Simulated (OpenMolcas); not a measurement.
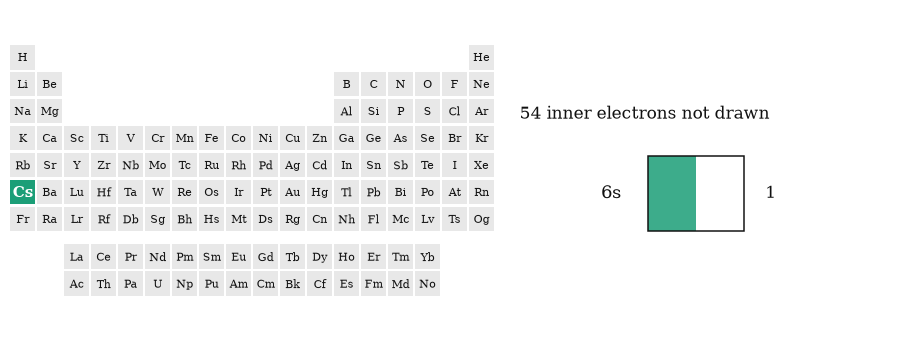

Left, the place of caesium in the periodic table; right, the outer shells of the leading configuration of the lowest level: a box for each of the 2l + 1 orbitals, shaded by the share of the shell that is filled, with the electron count at the right.

Multiconfigurational calculation for Cs

System: Cs.
Method: state-averaged CASSCF, active space 1 electron in the shells 6s 6p, basis ANO-RCC-VQZP, DKH3 scalar Hamiltonian, spin-orbit coupling by RASSI with atomic mean-field integrals (OpenMolcas).

### Log (extracts)
```
--- SEWARD ---
Basis set label: CS.ANO-RCC...9S8P5D3F2G.

      Electronic valence basis set:
      ------------------
      Associated Effective Charge  55.000000 au
      Associated Actual Charge     55.000000 au
      Nuclear Model: Point charge

      Shell  nPrim  nBasis  Cartesian Spherical Contaminant
         s      26       9        X
         p      22       8        X
         d      15       5                 X
         f       4       3                 X
         g       2       2                 X
Relativistic=R03O02
                  Relativistic Douglas-Kroll-Hess integrals:
                    - DKH order of Hamiltonian: 3
                    - DKH order of Properties : 2
--- RASSCF ---
Wave function specifications:
      -----------------------------

      Number of closed shell electrons          54
      Number of electrons in active shells       1
      Max number of holes in RAS1 space          0
      Max nr of electrons in RAS3 space          0
      Number of inactive orbitals               27
      Number of active orbitals                  4
      Number of secondary orbitals              66
      Spin quantum number                      0.5
      State symmetry                             1
Orbital specifications:
      -----------------------

      Symmetry species                           1   2
                                                ag  au
      Frozen orbitals                            0   0
      Inactive orbitals                         15  12
      Active orbitals                            1   3
      RAS1 orbitals                              0   0
      RAS2 orbitals                              1   3
      RAS3 orbitals                              0   0
      Secondary orbitals                        36  30
      Deleted orbitals                           0   0
      Number of basis functions                 52  45
      Number of CSFs                             1
      Number of root(s) required                 1
      Iter CI   SX   CI       RASSCF       Energy    max ROT     max BLB   max BLB  Level Ln srch  Step   QN
          iter iter root      energy       change     param      element    value   shift minimum  type update
 Nr of preliminary CI iterations:   1
 ###############################################################################
 ###############################################################################
 ###                                                                         ###
 ###                                                                         ###
 ###    WARNING: Problems in orbital optimization.                           ###
 ###                                                                         ###
 ###                                                                         ###
 ###############################################################################
 ###############################################################################
  Warning: In symmetry  2, orbital p=  13 has diagonal density matrix element D(p,p) close to zero. D(p,p)=  0.000000E+00
  Warning: In symmetry  2, orbital p=  14 has diagonal density matrix element D(p,p) close to zero. D(p,p)=  0.000000E+00
        ...
  Warning: In symmetry  2, orbital p=  13 has diagonal density matrix element D(p,p) close to zero. D(p,p)=  0.000000E+00
  Warning: In symmetry  2, orbital p=  14 has diagonal density matrix element D(p,p) close to zero. D(p,p)=  0.000000E+00
  Warning: In symmetry  2, orbital p=  15 has diagonal density matrix element D(p,p) close to zero. D(p,p)=  0.000000E+00
        4   1    2    1  -783.48247225   -1.82E-12   1.46E-07   16  18 1 -1.34E-07   0.50   0.00    SX    NO
      Convergence after  4 iterations
        5   1    2    1  -783.48247225    9.09E-13   1.46E-07   16  17 1 -9.83E-08   0.50   0.00    SX    NO
      Natural orbitals and occupation numbers for root  1
      sym 1:   1.000000
      sym 2:   0.000000   0.000000   0.000000
::    RASSCF root number  1 Total energy:  -7783.48247225
--- RASSCF ---
Wave function specifications:
      -----------------------------

      Number of closed shell electrons          54
      Number of electrons in active shells       1
      Max number of holes in RAS1 space          0
      Max nr of electrons in RAS3 space          0
      Number of inactive orbitals               27
      Number of active orbitals                  4
      Number of secondary orbitals              66
      Spin quantum number                      0.5
      State symmetry                             2
Orbital specifications:
      -----------------------

      Symmetry species                           1   2
                                                ag  au
      Frozen orbitals                            0   0
      Inactive orbitals                         15  12
      Active orbitals                            1   3
      RAS1 orbitals                              0   0
      RAS2 orbitals                              1   3
      RAS3 orbitals                              0   0
      Secondary orbitals                        36  30
      Deleted orbitals                           0   0
      Number of basis functions                 52  45
      Number of CSFs                             3
      Number of root(s) required                 3
      Iter CI   SX   CI       RASSCF       Energy    max ROT     max BLB   max BLB  Level Ln srch  Step   QN
          iter iter root      energy       change     param      element    value   shift minimum  type update
 Nr of preliminary CI iterations:   1
 ###############################################################################
 ###############################################################################
 ###                                                                         ###
 ###                                                                         ###
 ###    WARNING: Problems in orbital optimization.                           ###
 ###                                                                         ###
 ###                                                                         ###
 ###############################################################################
 ###############################################################################
  Warning: In symmetry  1, orbital p=  16 has diagonal density matrix element D(p,p) close to zero. D(p,p)=  0.000000E+00
      Total energies have been shifted. Add                -7000.00 au
        ...
 ###############################################################################
 ###############################################################################
  Warning: In symmetry  1, orbital p=  16 has diagonal density matrix element D(p,p) close to zero. D(p,p)=  0.000000E+00
        4   1    3    0  -783.43916389    9.09E-13  -2.80E-07   12  13 2 -1.22E-07   0.50   0.00    SX    NO
      Convergence after  4 iterations
        5   1    3    0  -783.43916389    2.73E-12  -2.80E-07   12  19 2 -5.57E-08   0.50   0.00    SX    NO
      Natural orbitals and occupation numbers for root  1
      sym 1:   0.000000
      sym 2:   0.000000   1.000000   0.000000
      Natural orbitals and occupation numbers for root  2
      sym 1:   0.000000
      sym 2:   0.000000   0.000000   1.000000
      Natural orbitals and occupation numbers for root  3
      sym 1:   0.000000
      sym 2:   1.000000   0.000000   0.000000
::    RASSCF root number  1 Total energy:  -7783.43916389
::    RASSCF root number  2 Total energy:  -7783.43916389
::    RASSCF root number  3 Total energy:  -7783.43916389
--- RASSI ---
SPIN-FREE ENERGIES:
  (Shifted by EMIN (a.u.) =      -7783.4824722478)

 SF State       Relative EMIN(au)   Rel lowest level(eV)    D:o, cm**(-1)      L_eff

     1             0.0000000000        0.0000000000              0.0000         0.0
     2             0.0433083588        1.1784804799           9505.0861         1.0
     3             0.0433083588        1.1784804799           9505.0861         1.0
     4             0.0433083596        1.1784805008           9505.0863         1.0
     Dipole printing threshold changed to   1.00000000E+00

++ Dipole transition strengths (spin-free states):
   -----------------------------------------------
     for osc. strength at least  1.00000000E+00

  ( Max oscillator strength is only   0.39473161975147331      )
--
Eigenvalues of complex Hamiltonian:
   -----------------------------------
  (Shifted by EMIN (a.u.) =      -7783.4824722478)

 SO State       Relative EMIN(au)   Rel lowest level(eV)    D:o, cm**(-1)     J-value

     1             0.0000000000        0.0000000000              0.0000         0.4
     2             0.0000000000        0.0000000000              0.0000         0.4
     3             0.0424029479        1.1538429941           9306.3714         0.4
     4             0.0424029479        1.1538429941           9306.3714         0.4
     5             0.0437610644        1.1907992262           9604.4435         1.3
     6             0.0437610644        1.1907992262           9604.4435         1.3
     7             0.0437610649        1.1907992404           9604.4436         1.0
     8             0.0437610649        1.1907992404           9604.4436         1.0
Weights of the five most important spin-orbit-free states for each spin-orbit state.

 SO State  Total energy (au)           Spin-free states, spin, and weights
 -------------------------------------------------------------------------------------------------------
    1         0.000000       1 0.5  1.0000    4 0.5  0.0000    3 0.5  0.0000    2 0.5  0.0000
    2         0.000000       1 0.5  1.0000    4 0.5  0.0000    3 0.5  0.0000    2 0.5  0.0000
    3         0.042403       3 0.5  0.3333    2 0.5  0.3333    4 0.5  0.3333    1 0.5  0.0000
    4         0.042403       3 0.5  0.3333    2 0.5  0.3333    4 0.5  0.3333    1 0.5  0.0000
    5         0.043761       3 0.5  0.5000    2 0.5  0.5000    4 0.5  0.0000    1 0.5  0.0000
    6         0.043761       3 0.5  0.5000    2 0.5  0.5000    4 0.5  0.0000    1 0.5  0.0000
    7         0.043761       4 0.5  0.6667    3 0.5  0.1667    2 0.5  0.1667    1 0.5  0.0000
    8         0.043761       4 0.5  0.6667    3 0.5  0.1667    2 0.5  0.1667    1 0.5  0.0000
 -------------------------------------------------------------------------------------------------------
```

### Spin-orbit levels, grouped by J and assigned

| Configuration | Level | E (cm⁻¹) | LS purity (%) | Landé g |
| --- | --- | --- | --- | --- |
| 6s | ²S₁/₂ | 0 | 100 | 2.002 |
| 6p | ²P°₁/₂ | 9,306 | 100 | 0.666 |
| 6p | ²P°₃/₂ | 9,604 | 100 | 1.334 |

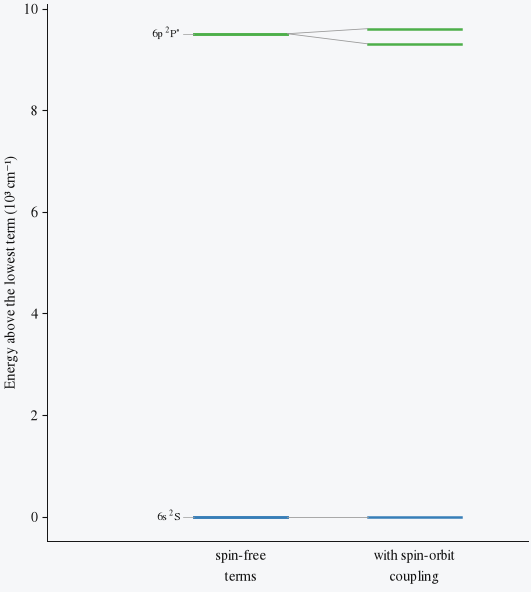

Terms of neutral caesium without and with spin-orbit coupling; the J values are left off. 6s ²S (at 0) gives the one level J = 1/2; 6p ²P° (at 9,510 cm⁻¹) splits over 298 cm⁻¹ into J = 1/2, 3/2 from the bottom up (normal). The ground level lies 0 below the lowest term.

### The input
```
&GATEWAY
Coord
1

Cs 0.0 0.0 0.0
Basis=ANO-RCC-VQZP
Group=XYZ
NoMove
AngMom=0.0 0.0 0.0
AMFI
&SEWARD
Relativistic=R03O02
&RASSCF
FileOrb=start.orb
Symmetry=1
Spin=2
nActEl=1 0 0
Inactive=15 12
Ras2=1 3
CIRoot=1 1 1
SDav=1
CIMx=300
Iter=120 100
PrWF=0.3
OrbListing=Nothing
MaxOrb=0
Atom
>>> COPY $Project.JobIph JOB001
&RASSCF
FileOrb=start.orb
Symmetry=2
Spin=2
nActEl=1 0 0
Inactive=15 12
Ras2=1 3
CIRoot=3 3 1
SDav=3
CIMx=300
Iter=120 100
PrWF=0.3
OrbListing=Nothing
MaxOrb=0
Atom
>>> COPY $Project.JobIph JOB002
&RASSI
NrOfJobIphs=2 1 3
1
1 2 3
IphNames
JOB001
JOB002
EJob
SpinOrbit
DIPRint=1.0
SOCoupling=1000.0
Subsets=2
MEES
Property=10
'ANGMOM' 1 'ANGMOM' 2 'ANGMOM' 3 'MLTPL  1' 1 'MLTPL  1' 2 'MLTPL  1' 3
'AMFI' 1 'AMFI' 2 'AMFI' 3 'MLTPL  2' 6
SOProperty=3
'ANGMOM' 1 'ANGMOM' 2 'ANGMOM' 3
```

The file start.orb holds starting orbitals from an earlier step. A driver script formed the levels outside the program, from RASSI's spin-orbit matrix and the active-space energies, averaged over the components of each term or state.

Run as:
```bash
OMP_NUM_THREADS=1 MOLCAS_MEM=2252 MOLCAS_PROJECT=a pymolcas a.inp > a.log  # once for each step of the input, in one work folder
```

### Results in brief

- outcome: converged
- lowest level: 6s ²S₁/₂
- first excited level: 6p ²P°₁/₂, 9,306 cm⁻¹ (measured: 11,178)
- energy of the lowest spin-free term: −7783.48247 hartree
- energy of the lowest spin-orbit level: −7783.48247 hartree
- largest spread among components of a term: 0.0 cm⁻¹
- hardware: 1 CPU thread, shared host
- wall time: 14 s
